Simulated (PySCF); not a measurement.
# One shape, several levels: BNH4 (SMILES BN)

Aim: a comparison of 6 runs (BLYP/def2-TZVPP, CAM-B3LYP/def2-TZVPP, M06-2X/def2-TZVPP, PBE/def2-TZVPP, PBE0/def2-TZVPP, SVWN5/def2-TZVPP) of BNH4. 

The results are computed with PySCF 2.14.0.

2 further runs of the same task are left out: 2 set aside as unsound or not needed.

## (1) The structure to begin with

BNH4 has 6 atoms, charge 0, and is taken as a singlet. SMILES: `BN`. One bond was lengthened or shortened from a relaxed shape.

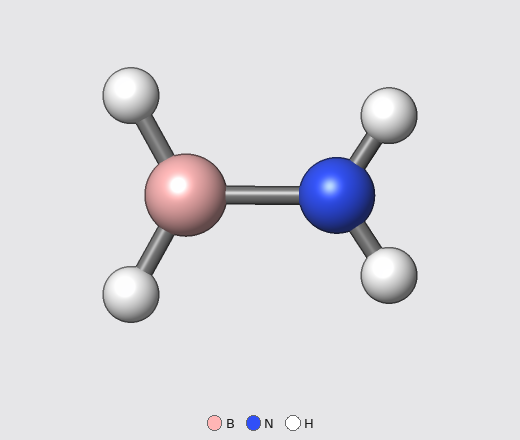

The structure, seen from a chosen angle (boron pink, nitrogen blue, hydrogen white).

## (2) A single-point energy at BLYP/def2-TZVPP (run 1)

File start.xyz:

```xyz
6

B     -0.169352    -0.883187    -0.031061
N      0.146100     0.677400     0.010800
H      0.184648    -1.571587     0.882039
H     -0.753152    -1.332287    -0.974661
H     -0.121600     1.313700    -0.720800
H      0.632000     1.121400     0.771300
```

File job.py:

```python
from pyscf import gto, dft

mol = gto.Mole()
mol.atom = 'start.xyz'
mol.verbose = 3
mol.max_memory = 1860
mol.basis = 'def2-tzvpp'
mol.spin = 0
mol.build()

mf = dft.RKS(mol, xc='blyp')
mf.grids.level = 5
mf.conv_tol = 1e-10
mf.kernel()
if not mf.converged:
    mf = mf.newton().run(mf.mo_coeff, mf.mo_occ)

e_final = mf.e_tot
print(f'total energy: {e_final:.8f} hartree')
```

The run is started by

```console
$ OMP_NUM_THREADS=1 python job.py
```

Standard output:

```text
converged SCF energy = -82.0150733023231
total energy: -82.01507330 hartree
```

Wall time 22 s (1 thread of Intel Xeon at 2.70GHz, shared host); peak memory 0.62 GiB.

## (3) A single-point energy at CAM-B3LYP/def2-TZVPP (run 2)

File calc.py:

```python
from pyscf import gto, dft

mol = gto.M(
    atom='''
B   -0.169352  -0.883187  -0.031061
N    0.146100   0.677400   0.010800
H    0.184648  -1.571587   0.882039
H   -0.753152  -1.332287  -0.974661
H   -0.121600   1.313700  -0.720800
H    0.632000   1.121400   0.771300
''',
    max_memory=1860,
    verbose=3,
    basis='def2-tzvpp',
)

ks = dft.RKS(mol)
ks.xc = 'cam-b3lyp'
ks.grids.level = 5
ks.conv_tol = 1e-10
ks.kernel()
if not ks.converged:
    ks = ks.newton().run(ks.mo_coeff, ks.mo_occ)

energy = ks.e_tot
print('E(%s) = %.9f' % ('CAM-B3LYP', energy))
```

The run is started by

```console
$ OMP_NUM_THREADS=1 python calc.py
```

Standard output:

```text
converged SCF energy = -82.0046550635319
E(CAM-B3LYP) = -82.004655064
```

Run time: 39 s. Hardware: 1 thread of Intel Xeon at 2.70GHz, shared host; peak memory 0.62 GiB.

## (4) A single-point energy at M06-2X/def2-TZVPP (run 3)

File geometry.xyz:

```xyz
6

B     -0.169352    -0.883187    -0.031061
N      0.146100     0.677400     0.010800
H      0.184648    -1.571587     0.882039
H     -0.753152    -1.332287    -0.974661
H     -0.121600     1.313700    -0.720800
H      0.632000     1.121400     0.771300
```

File calc.py:

```python
from pyscf import gto, dft

system = gto.M(
    atom='geometry.xyz',
    spin=0,
    verbose=3,
    charge=0,
    max_memory=1860,
    basis='def2-tzvpp',
)

myscf = dft.RKS(system)
myscf.xc = 'm06-2x'
myscf.conv_tol = 1e-10
myscf.grids.level = 5
myscf.kernel()
if not myscf.converged:
    myscf = myscf.newton().run(myscf.mo_coeff, myscf.mo_occ)

e_tot = myscf.e_tot
print('Final energy', e_tot)
```

The run is started by

```console
$ OMP_NUM_THREADS=1 python calc.py
```

Standard output:

```text
converged SCF energy = -82.0078790472438
Final energy -82.00787904724383
```

Wall time 60 s (1 thread of Intel Xeon at 2.70GHz, shared host); peak memory 0.68 GiB.

Runs 4 to 5 aren't shown in full; the table further down has their settings and results.

## (5) The energy at SVWN5/def2-TZVPP (run 6)

File calc.py:

```python
from pyscf import gto, dft

mol = gto.M(
    atom=[
    ('B', (-0.169352, -0.883187, -0.031061)),
    ('N', (0.146100, 0.677400, 0.010800)),
    ('H', (0.184648, -1.571587, 0.882039)),
    ('H', (-0.753152, -1.332287, -0.974661)),
    ('H', (-0.121600, 1.313700, -0.720800)),
    ('H', (0.632000, 1.121400, 0.771300)),
],
    max_memory=1860,
    basis='def2-tzvpp',
    charge=0,
    verbose=3,
)

ks = dft.RKS(mol, xc='svwn')
ks.conv_tol = 1e-10
ks.grids.level = 5
ks.kernel()
if not ks.converged:
    ks = ks.newton().run(ks.mo_coeff, ks.mo_occ)

e_final = ks.e_tot
print('Final energy', e_final)
```

The run is started by

```console
$ OMP_NUM_THREADS=1 python calc.py
```

Standard output:

```text
converged SCF energy = -81.275762160398
Final energy -81.27576216039796
```

It took 11 s on 1 thread of Intel Xeon at 2.70GHz, shared host; peak memory 0.43 GiB.

## (6) The series

| run | level | energy (Eh) | dipole moment (D) | HOMO energy (eV) | LUMO energy (eV) | wall time |
| --- | --- | --- | --- | --- | --- | --- |
| 1 | BLYP/def2-TZVPP | -82.015073 | 1.43 | -6.44 | -1.42 | 22 s |
| 2 | CAM-B3LYP/def2-TZVPP | -82.004655 | 1.20 | -9.29 | 0.50 | 39 s |
| 3 | M06-2X/def2-TZVPP | -82.007879 | 1.08 | -9.18 | 0.35 | 60 s |
| 4 | PBE/def2-TZVPP | -81.929949 | 1.47 | -6.58 | -1.55 | 20 s |
| 5 | PBE0/def2-TZVPP | -81.940503 | 1.28 | -7.86 | -0.56 | 32 s |
| 6 | SVWN5/def2-TZVPP | -81.275762 | 1.51 | -6.79 | -1.79 | 11 s |

## (7) What came out

| quantity | value |
| --- | --- |
| run 6: total energy | -81.27576 Eh |
| run 6: dipole moment | 1.51 D |
| run 6: HOMO energy | -6.79 eV |
| run 6: LUMO energy | -1.79 eV |
| run 6: HOMO–LUMO gap | 5.00 eV |

**Reading.** The dipole moment (its size) runs from 1.08 D (M06-2X/def2-TZVPP) to 1.51 D (SVWN5/def2-TZVPP). The HOMO–LUMO gap runs from 5.00 eV (SVWN5/def2-TZVPP) to 9.79 eV (CAM-B3LYP/def2-TZVPP). Totals of different functionals can't be ranked against each other. All runs together took 3.1 min, the longest 60 s.
